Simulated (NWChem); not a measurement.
# GaH2ClO (SMILES [OH][GaH][Cl]) at 5 levels

Wanted: a comparison of 5 runs (HF/STO-3G, HF/3-21G, B3LYP/6-31G*, M06-2X/def2-SVPD) of GaH2ClO. 

The results are computed with NWChem 7.3.0.

4 further runs of the same task are left out: 2 that didn't finish, 2 set aside as unsound or not needed.

### Step 1. Starting point

GaH2ClO has 5 atoms, charge 0, and is taken as a singlet. SMILES: `[OH][GaH][Cl]`. The shape is that of a PBE0-D4/def2-TZVP optimisation. This is one conformer, not always the lowest.

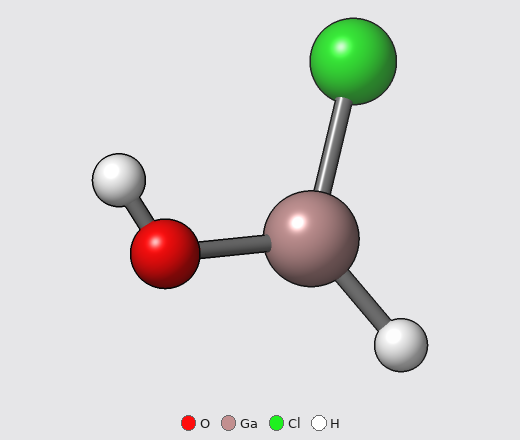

Viewed from a chosen angle; oxygen red, gallium pink, chlorine green, hydrogen white.

### Step 2. Energy and gradient at HF/STO-3G (run 1)

input.nw

```
start input
memory total 2200 mb
charge 0

geometry units bohr noautosym nocenter noautoz
   O     -2.17772039     0.97509868    -0.93900491
   Ga     0.88817128     0.39325201     0.27627796
   Cl     1.75272098    -3.50846552     0.95355580
   H     -3.16018900    -0.53252482    -1.17597657
   H      2.79150343     2.53336684     0.80672408
end

basis spherical bse
   * library STO-3G
end

scf
   thresh 1e-08
   maxiter 80
   noprint "final vectors analysis"
end

task scf gradient
```

On the command line:

```console
$ nwchem input.nw > input.out
```

Log:

```text
[...]
  functions       =    34
[...]
  wavefunction    = RHF
[...]
         Total SCF energy =  -2430.541483436070
      One-electron energy =  -3912.373575162710
      Two-electron energy =   1226.777363570206
 Nuclear repulsion energy =    255.054728156434
        Time for solution =      2.8s
[...]
                         RHF ENERGY GRADIENTS
    atom               coordinates                        gradient
                 x          y          z           x          y          z
   1 O      -2.177720   0.975099  -0.939005   -0.093891  -0.008120  -0.034889
   2 Ga      0.888171   0.393252   0.276278    0.035593  -0.035125   0.016651
   3 Cl      1.752721  -3.508466   0.953556    0.007350  -0.025855   0.005101
   4 H      -3.160189  -0.532525  -1.175977    0.014407   0.025624   0.003165
   5 H       2.791503   2.533367   0.806724    0.036541   0.043476   0.009972
[...]
```

Run time: 4.5 s. Hardware: 1 thread of Intel Xeon Platinum 8488C (Sapphire Rapids), shared host; peak memory 0.099 GiB.

### Step 3. Energy and forces at HF/3-21G (run 2)

clgah2o.xyz

```xyz
5

O     -1.152400     0.516000    -0.496900
Ga     0.470000     0.208100     0.146200
Cl     0.927500    -1.856600     0.504600
H     -1.672300    -0.281800    -0.622300
H      1.477200     1.340600     0.426900
```

run.py

```python
from ase.io import read
from ase.calculators.nwchem import NWChem

molecule = read('clgah2o.xyz')

calc = NWChem(
    label='clgah2o',
    theory='scf',
    memory='2200 mb',
    basis='3-21G',
    basispar='spherical bse',
    scf={'nopen': '0', 'rhf': None, 'thresh': '1e-08', 'maxiter': '80'},
)
molecule.calc = calc

forces = molecule.get_forces()
print("Total energy (eV):", round(molecule.get_potential_energy(), 6))
print("forces (eV/A):")
for s, f in zip(molecule.symbols, forces):
    print(f"{s:2s} {f[0]:10.5f} {f[1]:10.5f} {f[2]:10.5f}")
print("dipole (e A):", molecule.get_dipole_moment().round(4))
```

On the command line:

```console
$ export ASE_NWCHEM_COMMAND="nwchem PREFIX.nwi > PREFIX.nwo"
$ python run.py
```

Log:

```text
Total energy (eV): -66581.993405
forces (eV/A):
O     1.75812   -0.60879    0.72186
Ga   -1.48846    2.04007   -0.74768
Cl    0.34278   -1.48198    0.26277
H    -0.69631    0.02890   -0.26688
H     0.08392    0.02180    0.02988
dipole (e A): [-0.0478  0.2278 -0.0383]
```

The calculator wrote clgah2o.nwi:

```
title "clgah2o"

permanent_dir clgah2o

scratch_dir clgah2o

start clgah2o

geometry units angstrom nocenter noautosym noautoz
  O  -1.1524000000000001e+00 5.1600000000000001e-01 -4.9690000000000001e-01
  Ga 4.6999999999999997e-01 2.0810000000000001e-01 1.4620000000000000e-01
  Cl 9.2749999999999999e-01 -1.8566000000000000e+00 5.0460000000000005e-01
  H  -1.6722999999999999e+00 -2.8179999999999999e-01 -6.2229999999999996e-01
  H  1.4772000000000001e+00 1.3406000000000000e+00 4.2690000000000000e-01
end

memory 2200 mb

basis spherical bse noprint
   * library 3-21G
end

scf
  nopen 0
  rhf
  thresh 1e-08
  maxiter 80
end

task scf gradient
```

clgah2o.nwo:

```text
Northwest Computational Chemistry Package (NWChem) 7.3.0
             --------------------------------------------------------

           Job information
           ---------------

    nwchem branch   = 7.3.0
    use scalapack   = T
    input           = clgah2o.nwi
    prefix          = clgah2o.
    data base       = clgah2o/clgah2o.db
    status          = startup
    nproc           =        1

           Memory information
           ------------------

    heap     =     72089598 doubles =      550.0 Mbytes
    stack    =     72089595 doubles =      550.0 Mbytes
    global   =    144179200 doubles =     1100.0 Mbytes (distinct from heap & stack)
    total    =    288358393 doubles =     2200.0 Mbytes
    verify   = yes
    hardfail = no

[... 127 lines left out ...]
 Convergence threshold     :          1.000E-08
[... 13 lines left out ...]
       Final RHF  results
[... 3 lines left out ...]
      One-electron energy =  -3919.733246099142
[... 1 line left out ...]
 Nuclear repulsion energy =    255.054746560863
[... 47 lines left out ...]
                       ROHF Final Molecular Orbital Analysis
[... 237 lines left out ...]
    atom               coordinates                        gradient
                 x          y          z           x          y          z
   1 O      -2.177720   0.975099  -0.939005   -0.034190   0.011839  -0.014038
   2 Ga      0.888171   0.393252   0.276278    0.028946  -0.039673   0.014540
   3 Cl      1.752721  -3.508465   0.953556   -0.006666   0.028820  -0.005110
   4 H      -3.160189  -0.532525  -1.175976    0.013541  -0.000562   0.005190
   5 H       2.791503   2.533367   0.806724   -0.001632  -0.000424  -0.000581

                 ----------------------------------------
                 |  Time  |  1-e(secs)   |  2-e(secs)   |
                 ----------------------------------------
                 |  CPU   |       0.00   |       1.09   |
                 ----------------------------------------
                 |  WALL  |       0.00   |       1.09   |
                 ----------------------------------------

 Task  times  cpu:        3.8s     wall:        3.8s
 Total times  cpu:        3.8s     wall:        3.8s
```

Run time: 5.1 s. Hardware: 1 thread of Intel Xeon Platinum 8488C (Sapphire Rapids), shared host; peak memory 0.1 GiB.

Runs 3 to 4 aren't shown in full; the table further down has their settings and results.

### Step 4. Energy and gradient at B3LYP/6-31G(d) (spherical functions) (run 5)

nw.nw

```
start nw
title "ClGaH2O"
memory stack 880 mb heap 220 mb global 1100 mb

geometry units angstrom noautosym nocenter noautoz
 O       -1.152400       0.516000      -0.496900
 Ga       0.470000       0.208100       0.146200
 Cl       0.927500      -1.856600       0.504600
 H       -1.672300      -0.281800      -0.622300
 H        1.477200       1.340600       0.426900
end

basis spherical bse
 * library 6-31G*
end

dft
 xc b3lyp
 grid xfine
 convergence energy 1e-08
 iterations 100
 mulliken
end

task dft gradient
```

On the command line:

```console
$ nwchem nw.nw > nw.out
```

Log:

```text
[...]
          Wavefunction type:  closed shell.
          No. of atoms     :     5
          No. of electrons :    58
[...]
          Charge           :     0
          Spin multiplicity:     1
[...]
          AO basis - number of functions:    68
[...]
              XC Information
              --------------
                         B3LYP Method XC Potential
                     Hartree-Fock (Exact) Exchange  0.200
                        Slater Exchange Functional  0.800 local
                    Becke 1988 Exchange Functional  0.720 non-local
              Lee-Yang-Parr Correlation Functional  0.810
                  VWN I RPA Correlation Functional  0.190 local
[...]
 d= 0,ls=0.0,diis     1  -2461.2247743982 -2.72D+03  2.49D-02  6.84D-01     2.7
[...]
 d= 0,ls=0.0,diis    10  -2461.3127398044 -7.03D-09  5.72D-07  5.31D-09    19.3
         Total DFT energy =    -2461.312739804371
      One electron energy =    -3931.723959216234
           Coulomb energy =     1328.100028353866
    Exchange-Corr. energy =     -112.743555502867
 Nuclear repulsion energy =      255.054746560864
[...]
      Total Density - Mulliken Population Analysis
     ---------------------------------------------
    Atom       Charge   Shell Charges
 -----------   ------   -------------------------------------------------------
    1 O    8     8.70   2.00  0.91  2.90  0.97  1.91  0.02
    2 Ga  31    30.68   2.00  2.00  6.00  2.00  5.99  1.12  1.30 -0.00  0.08  6.81  2.94  0.45
    3 Cl  17    17.15   2.00  2.00  5.97  1.41  3.62  0.51  1.64  0.01
    4 H    1     0.57   0.47  0.10
    5 H    1     0.90   0.48  0.42
[...]
  wavefunction    = closed shell
                         DFT ENERGY GRADIENTS
    atom               coordinates                        gradient
                 x          y          z           x          y          z
   1 O      -2.177720   0.975099  -0.939005    0.002929  -0.011206   0.002113
   2 Ga      0.888171   0.393252   0.276278   -0.002727  -0.003966  -0.000678
   3 Cl      1.752721  -3.508465   0.953556   -0.002525   0.009018  -0.001767
   4 H      -3.160189  -0.532525  -1.175976    0.004230   0.008452   0.000849
   5 H       2.791503   2.533367   0.806724   -0.001906  -0.002299  -0.000516
[...]
```

Wall time 29 s (1 thread of Intel Xeon Platinum 8488C (Sapphire Rapids), shared host); peak memory 0.13 GiB.

### Step 5. The series

```
run                               level  Cartesian functions  iteration cap   energy (Eh)  dipole moment (D)  largest force (eV/Å)  wall time
  1                           HF/STO-3G                   no             80  -2430.541483               1.59                 5.168      4.5 s
  2                            HF/3-21G                   no             80  -2446.843147               1.13                 2.634      5.1 s
  3  B3LYP/6-31G* (Cartesian functions)                  yes            100  -2461.323098                  –                 0.563       31 s
  4                    M06-2X/def2-SVPD                   no            100  -2461.084673                  –                 0.507       41 s
  5  B3LYP/6-31G* (spherical functions)                   no            100  -2461.312740               0.50                 0.605       29 s
```

### Step 6. What came out

| quantity | value |
| --- | --- |
| run 5: total energy | -2461.31274 Eh |
| run 5: dipole moment | 0.50 D |
| run 5: HOMO energy | -8.58 eV |
| run 5: LUMO energy | -1.34 eV |
| run 5: HOMO–LUMO gap | 7.24 eV |
| run 5: largest force on an atom | 0.605 eV/Å |

In words: Over runs 1, 2, 5 the dipole moment (its size) runs from 0.50 D (B3LYP/6-31G*) to 1.59 D (HF/STO-3G). The two ends differ in method and basis. Totals of different functionals can't be ranked against each other. In run 1 the basis is minimal, so the values are rough. All runs together took 1.8 min, the longest 41 s.
